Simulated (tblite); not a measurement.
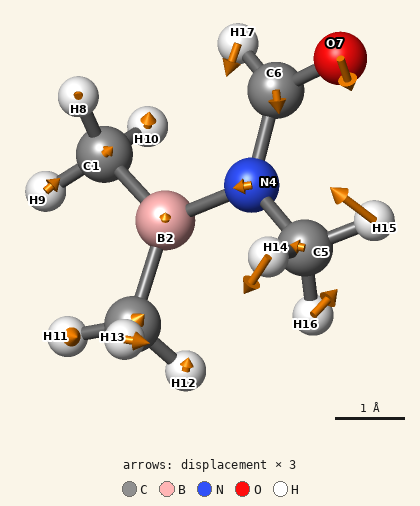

A relaxation of C$_{4}$H$_{10}$BNO. The starting structure is drawn; orange arrows show the displacements, 3 times their true length. The two geometries are superimposed by the best rigid fit.

The picture is a ball-and-stick view, seen at a tilt.

All numbers below come from GFN2-xTB geometry optimisation, gas phase (tblite 0.8.0). 

Q: Describe the change and its energy.

A: The largest move after the best rigid fit is that of an H atom, 0.30 Å. By element the largest moves are H 0.30 Å, O 0.23 Å, C 0.12 Å, N 0.09 Å, B 0.05 Å. Among the contacts that change: B–N 1.540 → 1.428 Å, C–N 1.435 → 1.368 Å, C–O 1.256 → 1.205 Å, C–H 1.121 → 1.090 Å. Among the angles between lasting bonds that change: N–C–H 120.6° → 112.7°, C–N–C 120.3° → 115.0°, N–C–O 121.3° → 125.5°. The energy falls by 0.631 eV in 66 geometry steps.
